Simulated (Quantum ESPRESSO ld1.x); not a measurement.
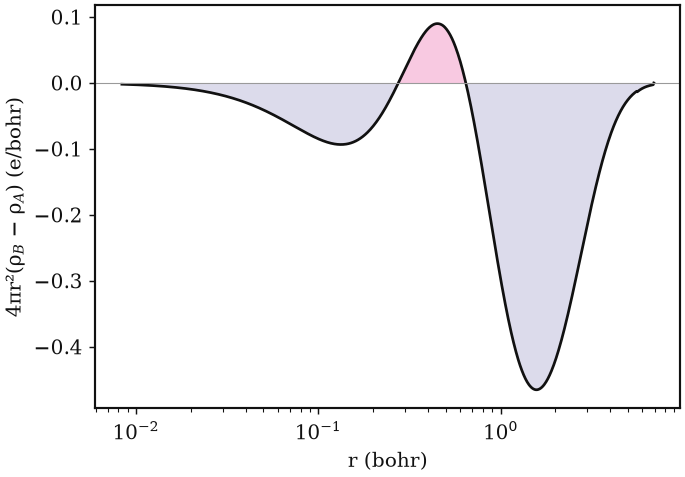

Two charge states of carbon were computed: C in [He] 2s2 2p2 (open shells shared over both j by 2j + 1); C⁺ in [He] 2s1 2p2 (open shells shared over both j by 2j + 1). Computed with Quantum ESPRESSO ld1.x 7.5: Dirac Kohn-Sham, LDA (Slater exchange, Perdew-Zunger correlation), spin-unpolarised, spherical densities, point nucleus.

The plot shows the radial density of run B less that of run A; on the logarithmic r axis, areas aren't charges.

Which run is A and which is B? Where does the charge move?

Answer. A is C in [He] 2s2 2p2 (open shells shared over both j by 2j + 1); B is C⁺ in [He] 2s1 2p2 (open shells shared over both j by 2j + 1). B holds hardly more charge than A anywhere and 1.0 electrons fewer where it is negative (most at r = 1.6 bohr), a net change of −1. The energy of B less that of A is 19.5 eV.
